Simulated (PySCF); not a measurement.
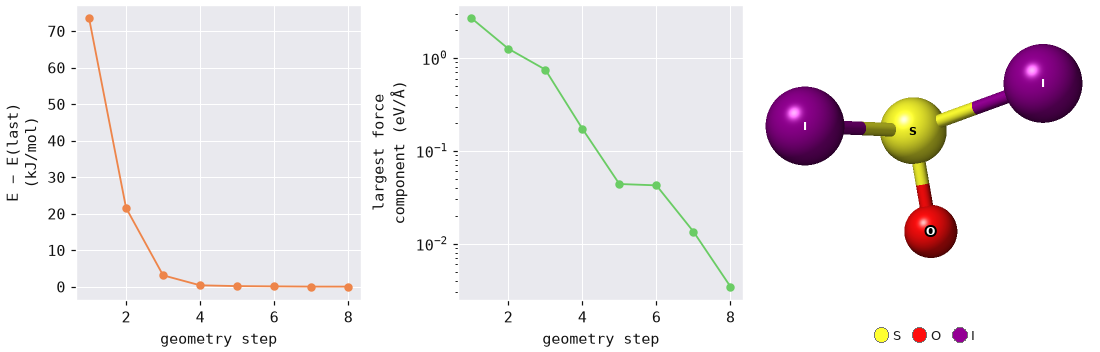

Beside the plot: the molecule at the start.

History of a geometry optimisation. The start has point group Cs, which is kept. A held symmetry can leave a saddle point.

SOI2 (SMILES [O-][S+](I)I); PySCF, RKS-based PBE, S def2-SVP, O def2-SVP, I def2-SVP with ECP28; non-relativistic Hamiltonian with scalar-relativistic core potentials; density fitting.

Question: How did the optimisation end?

Answer: The optimisation met its thresholds at geometry 8, counting the start as the first. The energy fell by about 74 kJ/mol from the first step to the last. The largest force component goes from about 2.7 eV/Å at the start to 3 × 10⁻³ eV/Å at the end.

Question: By which step was nine tenths of the energy gained?

Answer: By step 3 of 8.
